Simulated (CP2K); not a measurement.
**C2H2FSi (SMILES C#C[SiH]F) at PM6**

Aim: the vertical electron affinity of C2H2FSi at PM6, from 2 runs. 

The results are computed with CP2K 2026.2.

1 further run of the same task is left out (set aside as unsound or not needed).

### Step 1. The structure to begin with

The species is C2H2FSi (6 atoms), meant as a doublet with charge 0. As SMILES, `C#C[SiH]F`. Geometry: relaxed at PBE0-D4/def2-TZVP.

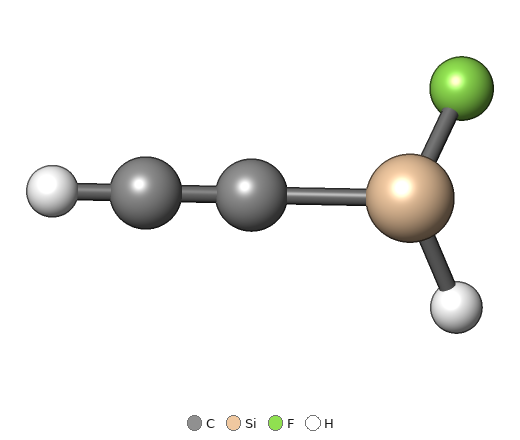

The structure, seen from a chosen angle (carbon grey, silicon light orange, fluorine green, hydrogen white).

### Step 2. Energy and gradient at PM6

molecule.xyz

```xyz
6

C      0.118100    -0.680000    -1.605700
C      0.120400    -0.213700    -0.490100
Si     0.338300     0.466700     1.168800
F     -0.478000    -0.412300     2.226800
H      0.100300    -1.089200    -2.590300
H     -0.157100     1.864400     1.244300
```

gas.inp

```
&global
 project gas
 run_type ENERGY_FORCE
 print_level MEDIUM
&end
&force_eval
 method QUICKSTEP
 &dft
  charge 0
  multiplicity 2
  uks T
  &qs
   method PM6
   eps_default 1.0E-10
   &se
    &coulomb
     cutoff [angstrom] 50
     rc_range [angstrom] 0
    &end
    &exchange
     cutoff [angstrom] 50
     rc_range [angstrom] 0
    &end
   &end
  &end
  &poisson
   periodic NONE
   poisson_solver ANALYTIC
  &end
  &scf
   scf_guess ATOMIC
   eps_scf 1.0E-07
   max_scf 150
   added_mos 4
   &diagonalization
    algorithm STANDARD
   &end
   &mixing
    method DIRECT_P_MIXING
    alpha 0.4
   &end
  &end
  &print
   &moments
    periodic F
    reference COM
    max_moment 1
   &end
   &mo ON
    energies T
    occupation_numbers T
    ndigits 6
    &each
     qs_scf 0
    &end
    add_last NUMERIC
   &end
   &hirshfeld OFF
   &end
  &end
 &end
 &subsys
  &cell
   abc [angstrom] 12.8 15 16.8
   periodic NONE
  &end
  &topology
   coord_file_name molecule.xyz
   coord_file_format XYZ
   &center_coordinates
   &end
  &end
 &end
 &print
  &forces ON
  &end
 &end
&end
```

Run with:

```console
OMP_NUM_THREADS=1 cp2k.psmp -i gas.inp -o gas.out
```

Log:

```text
CP2K| version string:                                       CP2K version 2026.2
[...]
 GLOBAL| Method name                                                        CP2K
[...]
 GLOBAL| Run type                                                   ENERGY_FORCE
[...]
                             - Atoms:                                          6
[...]
                             - Spherical basis functions:                     23
[...]
 Number of electrons:                                                         11
[...]
     1 P_Mix/Diag. 0.40E+00    0.0     0.46974271       -25.5445244384 -2.55E+01
[...]
    36 DIIS/Diag.  0.96E-07    0.0     0.00000007       -29.9482428883 -1.60E-13
  *** SCF run converged in    36 steps ***
  Core-core repulsion energy [eV]:                            911.39515111447042
  Core Hamiltonian energy [eV]:                             -1344.65775399014842
  Two-electron integral energy [eV]:                         -763.34106037516335
  Electronic energy [eV]:                                   -1726.32828417773021
  Total energy [eV]:                                         -814.93313306325967
  Atomic reference energy [eV]:                               814.34200538311165
  Heat of formation [kcal/mol]:                               -13.63172922285254
[...]
 SE_DIPOLE| Moment [Debye]         -0.75381543      -0.80865123       1.79480246
 SE_DIPOLE| Derivative [a.u.]       0.00000000       0.00000000       0.00000000
 ENERGY| Total FORCE_EVAL ( QS ) energy [hartree]            -29.948242888312819
 FORCES| Atomic forces [hartree/bohr]
 FORCES|   Atom     x               y               z               |f|
 FORCES|      1 -1.52993063E-03 -6.91924531E-03 -1.60200338E-02   1.75173665E-02
 FORCES|      2  6.36691770E-03  2.82571366E-03  1.54687966E-03   7.13548424E-03
 FORCES|      3 -1.38273130E-02  2.82385518E-03 -1.94208000E-04   1.41140518E-02
 FORCES|      4  4.13583669E-03  1.72344996E-03  9.11466917E-04   4.57232947E-03
 FORCES|      5 -2.05919327E-04  5.65035036E-03  1.39189233E-02   1.50234912E-02
 FORCES|      6  5.06040857E-03 -6.10412385E-03 -1.63028001E-04   7.93061416E-03
 FORCES| Sum     1.87350135E-16  1.66533454E-16 -5.13478149E-16
 FORCES| Total atomic force                                       5.71395899E-16
[...]
```

It took 0.26 s on 1 thread of Arm Neoverse V2, shared host.

### Step 3. The singlet anion at the same level

molecule.xyz is that of step 2.

mol.inp

```
&GLOBAL
  PROJECT_NAME mol
  RUN_TYPE ENERGY_FORCE
  PRINT_LEVEL MEDIUM
&END GLOBAL

&FORCE_EVAL
  METHOD Quickstep
  &DFT
    CHARGE -1
    ! Quickstep
    &QS
      METHOD PM6
      EPS_DEFAULT 1.0E-10
      &SE
        &COULOMB
          CUTOFF [angstrom] 50
          RC_RANGE [angstrom] 0
        &END COULOMB
        &EXCHANGE
          CUTOFF [angstrom] 50
          RC_RANGE [angstrom] 0
        &END EXCHANGE
      &END SE
    &END QS
    &POISSON
      PERIODIC NONE
      POISSON_SOLVER ANALYTIC
    &END POISSON
    &SCF
      SCF_GUESS ATOMIC
      EPS_SCF 1.0E-07
      MAX_SCF 40
      &OT
        MINIMIZER DIIS
        PRECONDITIONER FULL_ALL
      &END OT
      &OUTER_SCF
        EPS_SCF 1.0E-07
        MAX_SCF 5
      &END OUTER_SCF
    &END SCF
    &PRINT
      &MOMENTS
        PERIODIC F
        REFERENCE COM
        MAX_MOMENT 1
      &END MOMENTS
      &MO_CUBES
        NLUMO 1
        NHOMO -1
        WRITE_CUBE F
      &END MO_CUBES
      &HIRSHFELD OFF
      &END HIRSHFELD
    &END PRINT
  &END DFT
  &SUBSYS
    &CELL
      ABC 12.8 15 16.8
      PERIODIC NONE
    &END CELL
    &TOPOLOGY
      COORD_FILE_NAME molecule.xyz
      COORD_FILE_FORMAT XYZ
      &CENTER_COORDINATES
      &END CENTER_COORDINATES
    &END TOPOLOGY
  &END SUBSYS
  &PRINT
    &FORCES ON
    &END FORCES
  &END PRINT
&END FORCE_EVAL
```

Run with:

```console
OMP_NUM_THREADS=1 cp2k.psmp mol.inp > mol.out
```

Log:

```text
CP2K| version string:                                       CP2K version 2026.2
[...]
 GLOBAL| Method name                                                        CP2K
[...]
 GLOBAL| Run type                                                   ENERGY_FORCE
[...]
                             - Atoms:                                          6
[...]
                             - Spherical basis functions:                     23
[...]
 Number of electrons:                                                         22
[...]
     1 OT DIIS     0.15E+00    0.0     0.32015238       -26.1016786569 -2.61E+01
[...]
    13 OT DIIS     0.15E+00    0.0     0.00000006       -29.9989752720 -2.50E-12
  *** SCF run converged in    13 steps ***
  Core-core repulsion energy [eV]:                            911.39515111447042
  Core Hamiltonian energy [eV]:                             -1371.06925494285224
  Two-electron integral energy [eV]:                         -713.27905520044919
  Electronic energy [eV]:                                   -1727.70878254307695
  Total energy [eV]:                                         -816.31363142860641
  Atomic reference energy [eV]:                               814.34200538311165
  Heat of formation [kcal/mol]:                               -45.46678033107558
[...]
 SE_DIPOLE| Moment [Debye]          2.54502907       0.42025322       2.88385632
 SE_DIPOLE| Derivative [a.u.]       0.00000000       0.00000000       0.00000000
 *** WARNING in qs_scf_post_se.F:140 :: Printing of MO cube files not ***
 *** implemented for Semi-Empirical method.                           ***
 ENERGY| Total FORCE_EVAL ( QS ) energy [hartree]            -29.998975271958798
 FORCES| Atomic forces [hartree/bohr]
 FORCES|   Atom     x               y               z               |f|
 FORCES|      1 -5.61652409E-04 -1.17261193E-02 -2.67280734E-02   2.91925887E-02
 FORCES|      2 -1.39199228E-02  3.85505476E-03 -1.97835726E-02   2.44952126E-02
 FORCES|      3  4.32689865E-02  9.71072110E-03  1.80696552E-02   4.78854439E-02
 FORCES|      4 -1.96599572E-02 -1.33951116E-02  1.75521052E-02   2.95638179E-02
 FORCES|      5  2.00685420E-03  6.83565388E-03  1.93915767E-02   2.06588208E-02
 FORCES|      6 -1.11343083E-02  4.71980115E-03 -8.50169124E-03   1.47826959E-02
 FORCES| Sum     9.19403442E-17 -5.55111512E-17  1.31838984E-16
 FORCES| Total atomic force                                       1.70047148E-16
[...]
```

Wall time 0.52 s (1 thread of Arm Neoverse V2, shared host).

### Step 4. Summary of results

At PM6:

```
                                                  quantity           value
                             doublet C2H2FSi: total energy    -29.94824 Eh
                            doublet C2H2FSi: dipole moment          2.11 D
       doublet C2H2FSi: HOMO energy (highest over α and β)        -7.33 eV
        doublet C2H2FSi: LUMO energy (lowest over α and β)        -1.14 eV
doublet C2H2FSi: heat of formation at this unrelaxed shape  -13.6 kcal/mol
                 doublet C2H2FSi: largest force on an atom      0.901 eV/Å
                               singlet anion: total energy    -29.99898 Eh
  singlet anion: heat of formation at this unrelaxed shape  -45.5 kcal/mol
                   singlet anion: largest force on an atom      2.462 eV/Å
         vertical electron affinity (to the singlet anion)        1.380 eV
```

**Reading.** At fixed nuclei the extra electron is bound by 1.38 eV (32 kcal/mol). The largest force (doublet C2H2FSi) is 0.90 eV/Å: the shape isn't a stationary point for this species at this level. A minimal valence basis can't be trusted even for the sign of an electron affinity.
